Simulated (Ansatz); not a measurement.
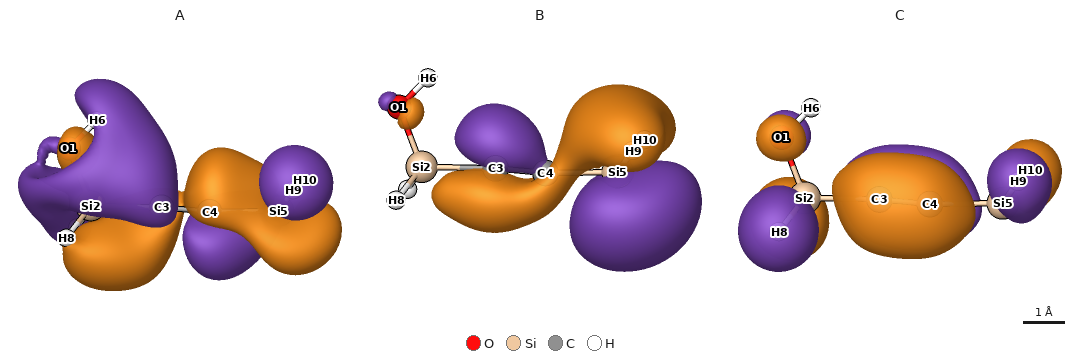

C$_{2}$H$_{5}$OSi$_{2}$ (SMILES O[SiH2]C#C[SiH2]) (doublet). Three frontier orbitals at ±0.06 Å⁻³ᐟ² (orange and purple are the two phases), in no order.

All numbers below come from Ansatz 0.2.0, SCF B3LYP, Gaussian basis.

```xyz
10

O    -2.1929   -1.6866   -0.0318
Si   -0.6072   -1.8799    0.0925
C     0.2792   -0.2436    0.0239
C     0.9571    0.8227   -0.0035
Si    1.7731    2.4478   -0.0760
H    -2.5088   -0.6981   -0.1340
H    -0.1362   -2.7507   -1.0128
H    -0.2986   -2.5566    1.3663
H     1.3223    3.3446    1.0970
H     1.4952    3.1493   -1.3186
```

Question: Which picture is the HOMO−1, the HOMO and the LUMO? All are α orbitals.

Answer: C is the HOMO−1 (α) (−7.66 eV). Its weight (Hirshfeld) is mainly on C4 (about 35 %), C3 (about 35 %) and Si2 (about 10 %); π-bonding across C4–C3. B is the HOMO (α) (−6.03 eV). By Hirshfeld shares it lies mainly on Si5 (about 65 %), C3 (about 15 %) and C4 (about 10 %). A is the LUMO (α) (−0.85 eV). By Hirshfeld shares it lies mainly on C4 (about 25 %), C3 (about 20 %), Si2 (about 20 %) and Si5 (about 15 %).

Question: What is the gap between the highest occupied and lowest empty α orbitals?

Answer: 5.18 eV between the orbital energies.
